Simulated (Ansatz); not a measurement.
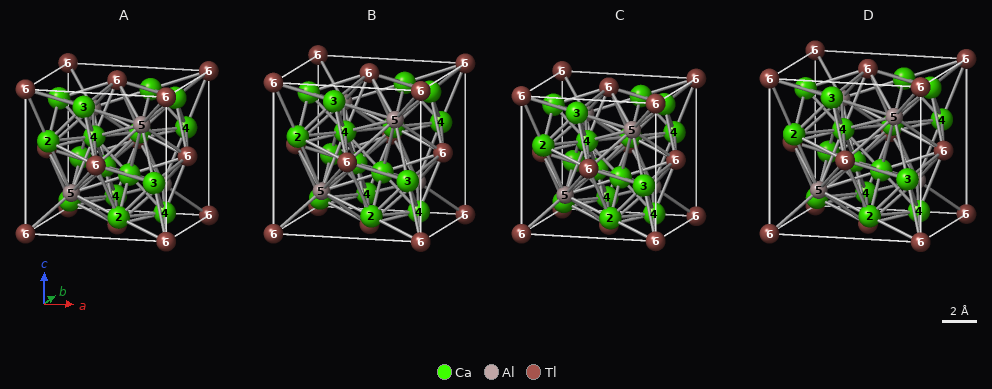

4 geometries from one relaxation of crystalline Ca$_{4}$AlTl (built on the MgInCu4 type) (coarse preliminary run), in shuffled order. Style: ball-and-stick. Shown: the conventional cell (4 times the calculation's cell), slightly off an axis. Lengths and directions refer to the drawn axes.

Case: MgInCu4 type (F-43m, No. 216).

Computed with DFT PBE, scalar-relativistic, plane waves, PAW (Ansatz 0.2.0). Settings: plane-wave cutoff 420 eV; k-point mesh 4 × 4 × 4; occupations gaussian; smearing width 0.1 eV; no spin polarisation; cell and atoms relaxed; force threshold 0.04 eV/Å; at most 70 steps.

### Order the frames from highest to lowest energy.

C, A, B, D. They are steps 0, 1, 2, 5, at +249 meV per atom, +86.5 meV per atom, +19.9 meV per atom relative to the last. Over 4 accepted moves (5 points after the start) the energy falls by 249 meV per atom. The largest force component goes from 0.064 to 0.028 eV/Å. Pressure: 9.54 GPa at the start and 0.22 GPa at the end. The SCF was repeated once at an unchanged geometry on a basis and grid sized afresh for the cell, which shifted the energy by 4.4 meV per atom at most. The atoms keep their places relative to the cell (all moves are under 0.005 Å). The volume changes by +43.0 %, with a = b = c 8.401 → 9.466 Å (+12.7 %). Among the contacts that change: Al–Tl 3.638 → 4.099 Å, Ca–Tl 3.483 → 3.925 Å, Al–Ca 3.483 → 3.924 Å, Ca–Ca 2.970 → 3.350 Å. The space group stays F-43m (No. 216). Cost: 22 s on 1 thread of Intel(R) Xeon(R) Platinum 8259CL CPU @ 2.50GHz (Skylake/Cascade Lake), with other jobs on the host, peak memory 0.47 GiB.
